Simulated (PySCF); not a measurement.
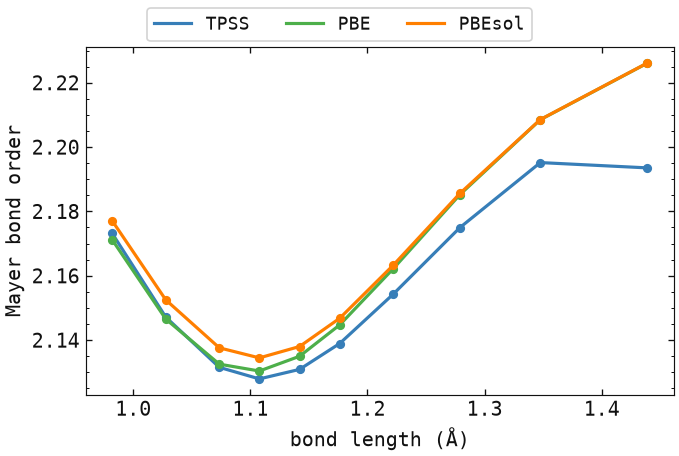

Bond curves of NO, doublet (excess alpha electrons: πx +1), def2-TZVPP (non-relativistic), PySCF: Mayer bond order. One reference determinant with the occupation held, the lowest that a PBE0 search over spins and occupations found; no spin-orbit coupling. Straight lines join the computed points. References: UKS for PBE, TPSS and PBEsol.

Question: Give the values at the computed points.

Answer:
| bond length (Å) | TPSS | PBE | PBEsol |
| --- | --- | --- | --- |
| 0.98 | 2.17 | 2.17 | 2.18 |
| 1.03 | 2.15 | 2.15 | 2.15 |
| 1.07 | 2.13 | 2.13 | 2.14 |
| 1.11 | 2.13 | 2.13 | 2.13 |
| 1.14 | 2.13 | 2.13 | 2.14 |
| 1.18 | 2.14 | 2.14 | 2.15 |
| 1.22 | 2.15 | 2.16 | 2.16 |
| 1.28 | 2.17 | 2.19 | 2.19 |
| 1.35 | 2.20 | 2.21 | 2.21 |
| 1.44 | 2.19 | 2.23 | 2.23 |

Limits of at least one run: lowest determinant of a PBE0 search, another state may lie lower.
